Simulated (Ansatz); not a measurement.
# Si13H20 off sphere (Si13H20): a spread of methods and bases

How do the results and run time of Si13H20 off sphere (Si13H20) respond when the settings are drawn wide?

Method: the settings change from run to run; program: Ansatz 0.2.0, Gaussian basis.

## 1. The geometry

An earlier PBE-D4/def2-SVP relaxation fixed the geometry.

33 atoms, charge 0, spin multiplicity 1.

Atoms are counted from 1 here; the program's logs count them from 0.

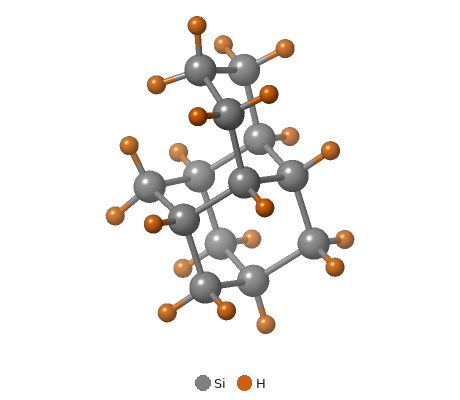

The geometry (silicon grey, hydrogen orange).

## 2. BLYP/def2-mTZVPP

This run has multiplicity 3, restricted open-shell orbitals, density fitting with def2-universal-jkfit, D3(BJ) with three-body dispersion.

Input file in.yaml:

```yaml
crystal:
  periodic: [false, false, false]
  atoms:
    - {symbol: Si, position_ang: [0.657529, -3.383954, 0.520428]}
    - {symbol: Si, position_ang: [-2.248487, 2.249100, -2.156156]}
    - {symbol: Si, position_ang: [0.815054, -0.814747, -2.266517]}
    - {symbol: Si, position_ang: [-2.026165, -0.677729, 0.419628]}
    - {symbol: Si, position_ang: [0.633181, -0.634016, 3.205140]}
    - {symbol: Si, position_ang: [0.676838, 2.026070, 0.420574]}
    - {symbol: Si, position_ang: [3.383878, -0.655977, 0.520817]}
    - {symbol: Si, position_ang: [-3.450772, 0.697999, -0.850914]}
    - {symbol: Si, position_ang: [-0.657796, -2.052942, -0.911175]}
    - {symbol: Si, position_ang: [2.006857, -2.006338, 1.873766]}
    - {symbol: Si, position_ang: [-0.699220, 3.451258, -0.848746]}
    - {symbol: Si, position_ang: [2.052309, 0.658621, -0.910835]}
    - {symbol: Si, position_ang: [-0.694513, 0.693550, 1.790452]}
    - {symbol: H, position_ang: [1.532731, -4.301933, -0.297449]}
    - {symbol: H, position_ang: [-0.234237, -4.232298, 1.393473]}
    - {symbol: H, position_ang: [-3.220271, 3.220674, -2.782144]}
    - {symbol: H, position_ang: [-1.530693, 1.532820, -3.269537]}
    - {symbol: H, position_ang: [1.775152, -1.774079, -2.929246]}
    - {symbol: H, position_ang: [0.074574, -0.074575, -3.349807]}
    - {symbol: H, position_ang: [-2.866443, -1.576861, 1.299038]}
    - {symbol: H, position_ang: [-0.244914, -1.487062, 4.086941]}
    - {symbol: H, position_ang: [1.485279, 0.244315, 4.087625]}
    - {symbol: H, position_ang: [1.575858, 2.865851, 1.300577]}
    - {symbol: H, position_ang: [4.302575, -1.530601, -0.296869]}
    - {symbol: H, position_ang: [4.231480, 0.236209, 1.394161]}
    - {symbol: H, position_ang: [-4.343880, -0.137862, -1.735545]}
    - {symbol: H, position_ang: [-4.327282, 1.474723, 0.102225]}
    - {symbol: H, position_ang: [-1.529306, -2.937766, -1.773271]}
    - {symbol: H, position_ang: [2.872513, -2.871491, 2.762064]}
    - {symbol: H, position_ang: [0.136278, 4.346262, -1.731869]}
    - {symbol: H, position_ang: [-1.477198, 4.325854, 0.105162]}
    - {symbol: H, position_ang: [2.936696, 1.530740, -1.772787]}
    - {symbol: H, position_ang: [-1.597625, 1.596164, 2.600807]}
basis:
  gaussian: {orbitals: def2-mTZVPP, fitting: {mean_field: def2-universal-jkfit}}
magnetization: {spin_polarized: false, initial_magnetization: 2}
hamiltonian: {xc: {name: BLYP}, dispersion: d3bjatm}
```

Launch:

```bash
ansatz run in.yaml --threads 2 --pin off --events-out ev --progress --plain --max-ram 32768MiB --backend cuda --devices 0, --max-vram 18GiB
```

What it wrote:

```text
Functional definition: BLYP
  name "BLYP"
  cite "Becke, Phys. Rev. A 38, 3098 (1988) doi:10.1103/PhysRevA.38.3098"
  cite "Lee, Yang & Parr, Phys. Rev. B 37, 785 (1988) doi:10.1103/PhysRevB.37.785"
  parameter beta = 0.0042
  parameter a = 0.04918
  parameter b = 0.132
  parameter c = 0.2533
  parameter d = 0.349
  exchange = b88_x(beta = beta)
  correlation = lyp_c(a = a, b = b, c = c, d = d)
2024 factors; integrals over basis functions are off by at most 3.3e-1 eV
mean field evaluation 1: about -102726.0586 eV, gradient 3.3e1 eV
mean field evaluation 2: about -102726.0483 eV, gradient 3.3e1 eV
mean field evaluation 4: about -102722.2395 eV, gradient 3.9e1 eV
mean field evaluation 8: about -102730.3164 eV, gradient 1.0e1 eV
mean field evaluation 16: about -102730.9594 eV, gradient 9.6e-2 eV
mean field evaluation 32: about -102730.9594 eV, gradient 2.1e-4 eV
mean field evaluation 64: about -102729.9068 eV, gradient 9.5e0 eV
mean field evaluation 96: about -102730.9463 eV, gradient 1.3e0 eV
mean field evaluation 128: about -102730.9091 eV, gradient 7.7e-2 eV
mean field evaluation 160: about -102725.5873 eV, gradient 3.2e1 eV
mean field evaluation 192: about -102730.5774 eV, gradient 2.3e0 eV
mean field evaluation 224: about -102730.5516 eV, gradient 1.8e0 eV
mean field -102730.95943135 eV, -3775.2931255567 hartree, gradient 7.4e-6 eV, S^2 2.000000; 10 other end points of the search recorded, 0 dependent functions left out
reference -102730.96019310 eV, -3775.2931535508 hartree; 102, 100 occupied and 349, 351 virtual orbitals, 2024 factors
Total energy: -102735.18156672 eV, -3775.4482861699 hartree
```

It took 51 s on 1 × H100 (card shared with other runs) with 2 threads of AMD EPYC 7R13, shared host; peak host memory 1.3 GiB.

## 3. PBE0/def2-SVP

This run has charge +1, multiplicity 2, restricted open-shell orbitals, D3(BJ) dispersion.

in.yaml, as its differences from that of step 2:

```diff
@@ -37,4 +37,5 @@
 basis:
-  gaussian: {orbitals: def2-mTZVPP, fitting: {mean_field: def2-universal-jkfit}}
-magnetization: {spin_polarized: false, initial_magnetization: 2}
-hamiltonian: {xc: {name: BLYP}, dispersion: d3bjatm}
+  gaussian: {orbitals: def2-SVP}
+total_charge: 1
+magnetization: {spin_polarized: false, initial_magnetization: 1}
+hamiltonian: {xc: {name: PBE0}, dispersion: d3bj}
```

Launched as before.

What it wrote, cut to the lines that bear on the results:

```text
Functional definition: PBE0
  name "PBE0"
  cite "Adamo & Barone, J. Chem. Phys. 110, 6158 (1999) doi:10.1063/1.478522"
  cite "Perdew, Burke & Ernzerhof, Phys. Rev. Lett. 77, 3865 (1996) doi:10.1103/PhysRevLett.77.3865"
  parent pbe
[...]
3218 factors; integrals over basis functions are off by at most 6.5e-4 eV
[...]
mean field -102654.33704658 eV, -3772.4773048532 hartree, gradient 2.0e-5 eV, S^2 0.750000; 12 other end points of the search recorded, 0 dependent functions left out
reference -102654.33709794 eV, -3772.4773067406 hartree; 101, 100 occupied and 233, 234 virtual orbitals, 3218 factors
Total energy: -102656.19320707 eV, -3772.5455174930 hartree
```

It took 31 s on 1 × H100 (card shared with other runs) with 2 threads of AMD EPYC 7R13, shared host; peak host memory 1.1 GiB.

## 4. revPBE/def2-SVP

This run has charge +1, multiplicity 2, restricted open-shell orbitals, D4 dispersion, high accuracy.

in.yaml, as its differences from that of step 3:

```diff
@@ -40,2 +40,3 @@
 magnetization: {spin_polarized: false, initial_magnetization: 1}
-hamiltonian: {xc: {name: PBE0}, dispersion: d3bj}
+hamiltonian: {xc: {name: revPBE}, dispersion: d4}
+accuracy: high
```

The command is unchanged.

What it wrote, cut to the lines that bear on the results:

```text
Functional definition: revPBE
  name "revPBE"
  cite "Zhang & Yang, Phys. Rev. Lett. 80, 890 (1998) doi:10.1103/PhysRevLett.80.890"
  cite "Perdew, Burke & Ernzerhof, Phys. Rev. Lett. 77, 3865 (1996) doi:10.1103/PhysRevLett.77.3865"
[...]
7267 factors; integrals over basis functions are off by at most 3.9e-8 eV
[...]
mean field -102675.95326195 eV, -3773.2716861160 hartree, gradient 4.4e-8 eV, S^2 0.750000; 12 other end points of the search recorded, 0 dependent functions left out
reference -102675.95327143 eV, -3773.2716864643 hartree; 101, 100 occupied and 233, 234 virtual orbitals, 7267 factors
Total energy: -102679.89240293 eV, -3773.4164468769 hartree
```

It took 43 s on 1 × H100 (card shared with other runs) with 2 threads of AMD EPYC 7R13, shared host; peak host memory 1.9 GiB.

## 5. r2SCAN/def2-mTZVPP

Set apart from the defaults: density fitting with def2-universal-jkfit.

in.yaml, as its differences from that of step 4:

```diff
@@ -37,6 +37,3 @@
 basis:
-  gaussian: {orbitals: def2-SVP}
-total_charge: 1
-magnetization: {spin_polarized: false, initial_magnetization: 1}
-hamiltonian: {xc: {name: revPBE}, dispersion: d4}
-accuracy: high
+  gaussian: {orbitals: def2-mTZVPP, fitting: {mean_field: def2-universal-jkfit}}
+hamiltonian: {xc: {name: r2SCAN}}
```

Same command.

What it wrote:

```text
Functional definition: r2SCAN
  name "r2SCAN"
  cite "Furness, Kaplan, Ning, Perdew & Sun, J. Phys. Chem. Lett. 11, 8208 (2020) doi:10.1021/acs.jpclett.0c02405"
  cite "Furness, Kaplan, Ning, Perdew & Sun, J. Phys. Chem. Lett. 11, 9248 (2020) doi:10.1021/acs.jpclett.0c03077"
  parent r2scan
  parameter k0 = 0.174
  parameter k1 = 0.065
  parameter a1 = 4.9479
  exchange = r2scan_x(k0 = k0, k1 = k1, a1 = a1)
  correlation = r2scan_c
2024 factors; integrals over basis functions are off by at most 3.3e-1 eV
mean field evaluation 1: about -102727.9173 eV, gradient 2.5e1 eV
mean field evaluation 2: about -102727.5811 eV, gradient 2.9e1 eV
mean field evaluation 4: about -102730.5143 eV, gradient 2.1e0 eV
mean field evaluation 8: about -102730.5103 eV, gradient 1.6e-1 eV
mean field evaluation 16: about -102730.5104 eV, gradient 5.6e-5 eV
mean field -102730.51042654 eV, -3775.2766249343 hartree, gradient 5.7e-5 eV, S^2 0.000000; 0 other end points of the search recorded, 0 dependent functions left out
reference -102730.51045555 eV, -3775.2766260004 hartree; 101, 101 occupied and 350, 350 virtual orbitals, 2024 factors
Total energy: -102730.51045555 eV, -3775.2766260004 hartree
```

Wall time 7 s (1 × H100 (card shared with other runs) with 2 threads of AMD EPYC 7R13, shared host).

## 6. The runs in one table

```
             level  charge  multiplicity  geometry  functions  energy (eV)  time
  BLYP/def2-mTZVPP       0             3   relaxed        451  -102735.182  51 s
     PBE0/def2-SVP       1             2   relaxed        334  -102656.193  31 s
   revPBE/def2-SVP       1             2   relaxed        334  -102679.892  43 s
r2SCAN/def2-mTZVPP       0             1   relaxed        451  -102730.510   7 s
```

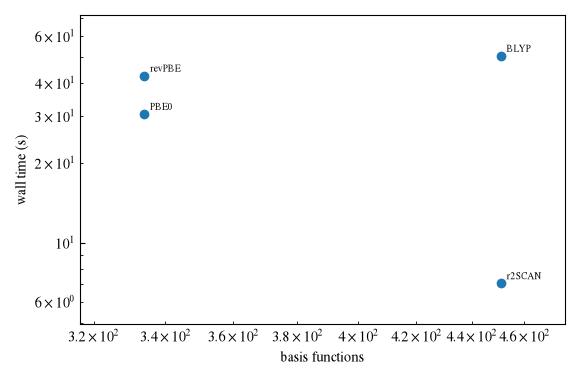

Wall time against the number of basis functions (shared host).

## 7. Results

| quantity | value |
| --- | --- |
| runs | 4 |
| quickest | r2SCAN/def2-mTZVPP, 7 s |
| slowest | BLYP/def2-mTZVPP, 51 s |

In words: The runs differ in state or geometry as well as level, so their energies can't be set against each other. Run time spans a factor of 7, from r2SCAN/def2-mTZVPP to BLYP/def2-mTZVPP. The jobs differ in tasks and options as well as level.
